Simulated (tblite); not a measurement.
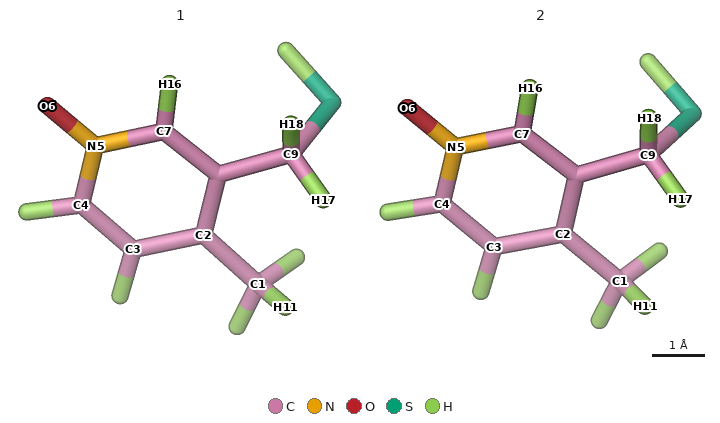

Two geometries of C$_{7}$H$_{9}$NOS, drawn at one scale. One is the start of a relaxation, the other its converged end. Style: stick. Shown at a tilt.

Method: tblite, GFN2-xTB geometry optimisation, gas phase. 

Which one is relaxed?

Structure 2 is the relaxed one. An H atom moves most after the best rigid fit: 0.32 Å. Largest moves by element: H 0.32 Å, S 0.23 Å, C 0.07 Å, O 0.06 Å, N 0.05 Å. Some distances before and after: C–N 1.388 → 1.352 Å, C–C 1.420 → 1.391 Å, C–S 1.821 → 1.841 Å, C–C 1.399 → 1.380 Å. Among the angles between lasting bonds that change: S–C–H 108.7° → 104.7°, H–C–H 105.7° → 109.7°, C–C–C 118.4° → 121.4°. Over 59 geometry steps the energy falls by 14.3 kJ/mol.
